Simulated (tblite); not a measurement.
System: H2Ge, singlet: map of symmetric stretch and bend. Scanned: Ge-H bond length and H-Ge-H angle.

Cartesian coordinates as functions of the variables (Å; names that start with a are angles):
```
Ge  0  0  0
H  r*sin(a/2)  0  r*cos(a/2)
H  -r*sin(a/2)  0  r*cos(a/2)
```

Level of theory: GFN2-xTB, 300 K electronic temperature run with tblite.

Energy in kcal/mol above the lowest grid point; x is the Ge-H bond length (Å), y the H-Ge-H angle (°).

```csv
y \ x,1.36,1.46,1.54,1.62,1.70,1.78,1.86,1.94,2.02,2.10,2.16
180,110.5,105.6,83.3,64.7,51.6,42.8,37.5,35.1,35.2,37.4,40.1
173,107.3,95.9,78.1,61.9,49.9,41.8,36.8,34.6,34.9,37.2,39.9
163,93.3,76.8,64.1,52.5,43.6,37.4,33.9,32.6,33.5,36.2,39.2
153,77.2,60.2,50.1,41.9,35.8,31.7,29.8,29.7,31.4,34.8,38.2
143,62.4,45.9,37.7,31.8,27.9,25.7,25.3,26.4,29.1,33.1,36.9
133,49.4,33.7,26.8,22.7,20.5,20.0,20.9,23.1,26.6,31.3,35.5
123,38.6,23.5,17.6,14.8,14.0,14.7,16.8,19.9,24.2,29.6,34.2
113,30.1,15.3,10.1,8.2,8.5,10.2,13.2,17.2,22.2,28.1,33.0
103,24.1,9.4,4.6,3.3,4.3,6.8,10.4,15.1,20.6,27.1,32.3
93,21.0,6.1,1.4,0.4,1.8,4.7,8.9,13.9,19.9,26.7,32.2
83,21.5,5.9,1.1,0.0,1.4,4.6,9.0,14.3,20.5,27.6,33.2
70,29.0,12.0,6.2,4.6,5.6,8.5,12.7,18.0,24.2,31.3,36.9
```

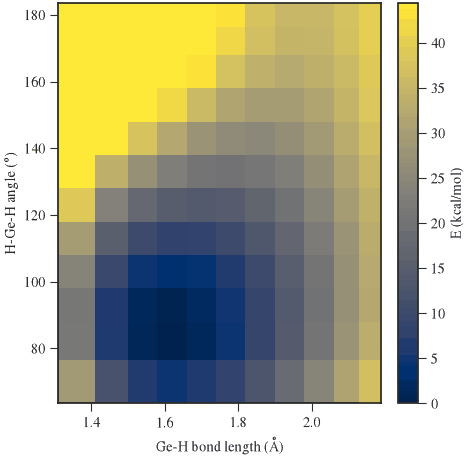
Fig. 1. Energy surface, cut off at 44 kcal/mol.

Points that lie below all their neighbours on the grid: x = 1.62, y = 83 (0.0 kcal/mol).
